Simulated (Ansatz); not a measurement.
Cost and result by functional for the surface energy of the (30-31) surface of hcp Mg in its 1x1 cell, outermost plane spacing 0.45 Å in the ideal cut, in Ansatz (plane waves, PAW). Single points on the PBE structure, on one kind of machine; costs are rough ratios of the slab run's core time (references not counted) to the cheapest single point. r2SCAN's cost holds its higher cutoff (500 against 420 eV). Differences are taken against r2SCAN for comparison alone: no measured value is at hand, so the table doesn't rank accuracy.

Slab: 24 atoms, 10.5 Å thick at the start (thin: gaps and levels are the slab's own); k 12x3x1, smearing 0.1 eV, dipole-corrected; all atoms relaxed; held to the part of the start's symmetry that mesh and held atoms allow; no spin, no spin-orbit, no U. These notes are the PBE run's.

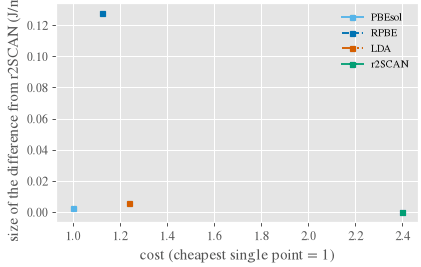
Figure. Difference from r2SCAN against cost

| functional | relative cost | surface energy (J/m²) | less r2SCAN (J/m²) |
|---|---|---|---|
| PBEsol | 1 | 0.70 | 0.00 |
| RPBE | 1 | 0.58 | -0.13 |
| LDA | 1 | 0.71 | 0.01 |
| r2SCAN | 2 | 0.71 | 0.00 |
| PBE (the relaxed run's value) | – | 0.63 | -0.07 |

The values span 0.13 J/m², while the single points' costs differ by a factor of roughly 2. Differences are of unrounded values.

Ansatz is a program for electronic structure.
